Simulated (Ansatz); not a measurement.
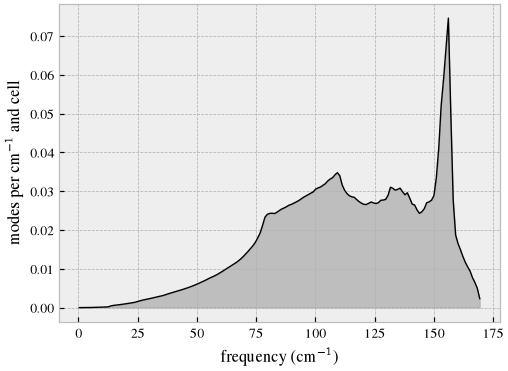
Figure: Phonon density of states of Ca (fcc (Cu type), Fm-3m), 1 atoms a cell, the program Ansatz at the PBEsol level (PAW)

Task: Estimate the mean frequency and the zero-point energy.

Result: The mean is about 110 cm⁻¹, and (3/2)ħ⟨ω⟩ gives 21.2 meV/atom.

Task: What share of the Dulong–Petit heat capacity is reached at 100 K and at 300 K?

Result: 79 % and 97 %.

The PBEsol relaxation kept the symmetry of its start. As this level gives no gap, phonon frequencies hold no LO–TO term and depend on the k-mesh and smearing (Fermi–Dirac, 0.1 eV here).

Potentials: the earlier of the program's two PAW sets. The files were generated under PBE; for other functionals the program regenerates the frozen cores, and for LDA and PBEsol the local potential too.
